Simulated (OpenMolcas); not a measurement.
**One shape, several levels: triplet CH7GaSi**

We compute a comparison of 4 runs (U-revPBE/6-31G*, UB3LYP/6-31G*, UPBE/6-31G*, ROMP2/6-31G*) of triplet CH7GaSi. 

Program for the calculation: OpenMolcas 26.06.

1 further run of the same task is left out (it didn't finish).

## Step 1: The structure to begin with

CH7GaSi: 10 atoms, total charge 0, spin state triplet. SMILES of the parent species: `[CH3][GaH][SiH3]`. Geometry: relaxed at PBE0-D4/def2-TZVP. That shape belongs to the parent species and isn't relaxed for this state.

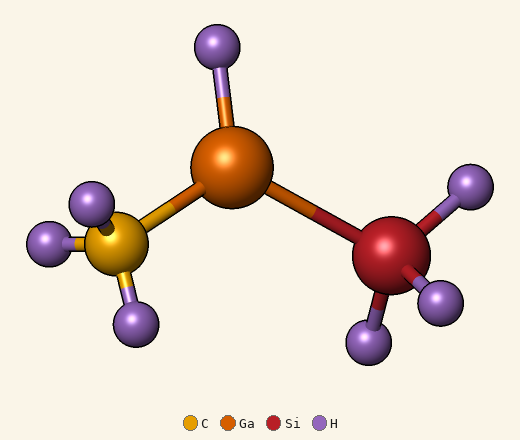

Viewed from a chosen angle; carbon amber, gallium orange, silicon red, hydrogen purple.

## Step 2: A single-point energy at U-revPBE/6-31G(d) (spherical functions) (run 1)

File job.inp:

```
&GATEWAY
  BasLib=$CurrDir
  Coord
  10
  angstrom
  C       -1.123300       1.394100      -0.619200
  Ga       0.561500       0.659300       0.093300
  Si       0.786700      -1.705300       0.550700
  H       -1.924300       0.656600      -0.670400
  H       -0.947000       1.785400      -1.626000
  H       -1.454200       2.236500      -0.005700
  H        1.759600       1.654600       0.346000
  H        0.531000      -2.496200      -0.688800
  H        2.125000      -2.100900       1.069700
  H       -0.231700      -2.135100       1.553300
  Basis=6-31Gs
  Group=NoSym

&SEWARD
  GridInput
  Grid=UltraFine
  End of Grid

&SCF
  UHF
  Spin=3
  KSDFT=revPBE
  Thresholds=1e-10 1e-07 1e-07 1e-05
  PrOrbitals=1 1
```

The basis set 6-31G* is read from a file made from the Basis Set Exchange's data (not shown).

Launch:

```
$ export MOLCAS_MEM=1860
$ pymolcas job.inp > job.log
```

Log:

```text
--- Start Module: gateway ---
[...]
--- Stop Module: gateway /rc=_RC_ALL_IS_WELL_ ---
--- Start Module: seward ---
[...]
      Basis functions           78
--- Stop Module: seward /rc=_RC_ALL_IS_WELL_ ---
[...]
--- Start Module: scf ---
[...]
       Convergence after  28 Iterations
[...]
::    Total KS-DFT energy                           -2256.0029869818
[...]
      Total spin, S                                     1.0009566668
[...]
      Total electronic charge=   58.000000
      Total            charge=   -0.000000
[...]
      Dipole Moment (debye):
      Origin of the operator (angstrom)=    0.4061    0.1213    0.1241
                   X= -1.0528E+00               Y= -1.2666E+00               Z= -1.9998E-01           Total=  1.6591E+00
      Quadrupole Moment (debye*angstrom):
[...]
--- Stop Module: scf /rc=_RC_ALL_IS_WELL_ ---
[...]
```

Run time: 44 s. Hardware: 1 thread of Intel Xeon 6975P-C (Granite Rapids), shared host; peak memory 0.44 GiB.

## Step 3: The energy at UB3LYP/6-31G(d) (spherical functions) (run 2)

File calc.inp:

```
* CH7GaSi Kohn-Sham DFT

&gateway
 baslib=$CurrDir
 coord
 10
 angstrom
 C       -1.123300       1.394100      -0.619200
 Ga       0.561500       0.659300       0.093300
 Si       0.786700      -1.705300       0.550700
 H       -1.924300       0.656600      -0.670400
 H       -0.947000       1.785400      -1.626000
 H       -1.454200       2.236500      -0.005700
 H        1.759600       1.654600       0.346000
 H        0.531000      -2.496200      -0.688800
 H        2.125000      -2.100900       1.069700
 H       -0.231700      -2.135100       1.553300
 basis=6-31Gs
 group=NoSym

&seward
 gridinput
 Grid=UltraFine
 End of Grid

&scf
 uhf
 spin=3
 ksdft=B3LYP
 thresholds=1e-10 1e-07 1e-07 1e-05
 prorbitals=1 2
```

The basis set 6-31G* is read from a file made from the Basis Set Exchange's data (not shown).

Launch:

```
$ export MOLCAS_MEM=1860
$ pymolcas calc.inp > calc.log
```

Log:

```text
--- Start Module: gateway ---
[...]
--- Stop Module: gateway /rc=_RC_ALL_IS_WELL_ ---
--- Start Module: seward ---
[...]
      Basis functions           78
--- Stop Module: seward /rc=_RC_ALL_IS_WELL_ ---
[...]
--- Start Module: scf ---
[...]
       Convergence after  21 Iterations
[...]
::    Total KS-DFT energy                           -2256.2842663485
[...]
      Total spin, S                                     1.0007761658
[...]
      Total electronic charge=   58.000000
      Total            charge=   -0.000000
[...]
      Dipole Moment (debye):
      Origin of the operator (angstrom)=    0.4061    0.1213    0.1241
                   X= -1.0260E+00               Y= -1.4375E+00               Z= -1.6337E-01           Total=  1.7736E+00
      Quadrupole Moment (debye*angstrom):
[...]
--- Stop Module: scf /rc=_RC_ALL_IS_WELL_ ---
[...]
```

Run time: 37 s. Hardware: 1 thread of Intel Xeon 6975P-C (Granite Rapids), shared host; peak memory 0.44 GiB.

Run 3 isn't shown in full; the table further down has it.

## Step 4: The energy at ROMP2/6-31G(d) (spherical functions) (run 4)

File mol.input:

```
&GATEWAY
 BASLIB = $CurrDir
 COORD
 10
 angstrom
 C       -1.123300       1.394100      -0.619200
 Ga       0.561500       0.659300       0.093300
 Si       0.786700      -1.705300       0.550700
 H       -1.924300       0.656600      -0.670400
 H       -0.947000       1.785400      -1.626000
 H       -1.454200       2.236500      -0.005700
 H        1.759600       1.654600       0.346000
 H        0.531000      -2.496200      -0.688800
 H        2.125000      -2.100900       1.069700
 H       -0.231700      -2.135100       1.553300
 BASIS = 6-31Gs
 GROUP = NoSym

&SEWARD

&SCF
 UHF
 SPIN = 3
 THRESHOLDS = 1e-10 1e-07 1e-07 1e-05
 PRORBITALS = 1 1

&RASSCF
 FILEORB = $Project.UnaOrb
 SPIN = 3
 NACTEL = 2 0 0
 INACTIVE = 28
 RAS2 = 2
 OUTORBITALS = Canonical
 ORBLISTING = Few

&CASPT2
 IPEA = 0.0
 FROZEN = 15
```

The basis set 6-31G* is read from a file made from the Basis Set Exchange's data (not shown).

Launch:

```
$ export MOLCAS_MEM=1860
$ pymolcas mol.input > mol.log
```

Log:

```text
--- Start Module: gateway ---
[...]
--- Stop Module: gateway /rc=_RC_ALL_IS_WELL_ ---
[...]
      Basis functions           78
[...]
       Convergence after  25 Iterations
[...]
::    Total SCF energy                              -2253.6626839630
[...]
      Total spin, S                                     1.0025371223
[...]
--- Start Module: rasscf ---
[...]
      Number of active orbitals                  2
[...]
      Spin quantum number                      1.0
[...]
      Active orbitals                            2
[...]
      Number of CSFs                             1
[...]
      Number of root(s) required                 1
[...]
      Convergence after 11 iterations
[...]
      printout of CI-coefficients larger than  0.05 for root  1
      energy=   -2253.660265
      conf/sym  11     Coeff  Weight
             1  uu   1.00000 1.00000
      Natural orbitals and occupation numbers for root  1
      sym 1:   1.000000   1.000000
      ************************************************************************************************************************
      *                                                    Final results                                                     *
[...]
::    RASSCF root number  1 Total energy:  -2253.66026531
[...]
      Total electronic charge=   58.000000
      Total            charge=   -0.000000
[...]
      Dipole Moment (debye):
      Origin of the operator (angstrom)=    0.4061    0.1213    0.1241
                   X= -4.8178E-01               Y= -2.3391E+00               Z=  1.6928E-01           Total=  2.3942E+00
      Quadrupole Moment (debye*angstrom):
[...]
--- Stop Module: rasscf /rc=_RC_ALL_IS_WELL_ ---
[...]
--- Start Module: caspt2 ---
[...]
 ###    WARNING: User changed nr of frozen orbitals.                         ###
 ###############################################################################
[...]
      E2 (Variational):          -0.4550627184
      Total energy:           -2254.1153280248
[...]
      Reference weight:           0.86457
[...]
::    CASPT2 Root  1     Total energy:  -2254.11532802
[...]
--- Stop Module: caspt2 /rc=_RC_ALL_IS_WELL_ ---
[...]
```

It took 10 s on 1 thread of Intel Xeon 6975P-C (Granite Rapids), shared host; peak memory 0.44 GiB.

## Step 5: The series

| run | level | integration grid | frozen core orbitals | energy (Eh) | dipole moment (D) | HOMO energy (eV) | ⟨S²⟩ | wall time |
| --- | --- | --- | --- | --- | --- | --- | --- | --- |
| 1 | U-revPBE/6-31G* (spherical functions) | UltraFine | – | -2256.002987 | 1.66 | -2.87 | 2.003 | 44 s |
| 2 | UB3LYP/6-31G* (spherical functions) | UltraFine | – | -2256.284266 | 1.77 | -3.41 | 2.002 | 37 s |
| 3 | UPBE/6-31G* (spherical functions) | UltraFine | – | -2255.701061 | 1.65 | -2.88 | 2.002 | 47 s |
| 4 | ROMP2/6-31G* (spherical functions) | – | 15 | -2254.115328 | – | – | – | 10 s |

## Step 6: What came out

| quantity | value |
| --- | --- |
| run 4: total energy | -2254.11533 Eh |

In words: Over runs 1, 2, 3 the dipole moment (its size) runs from 1.65 D (UPBE/6-31G*) to 1.77 D (UB3LYP/6-31G*). Totals of different functionals can't be ranked against each other. All runs together took 2.3 min, the longest 47 s.
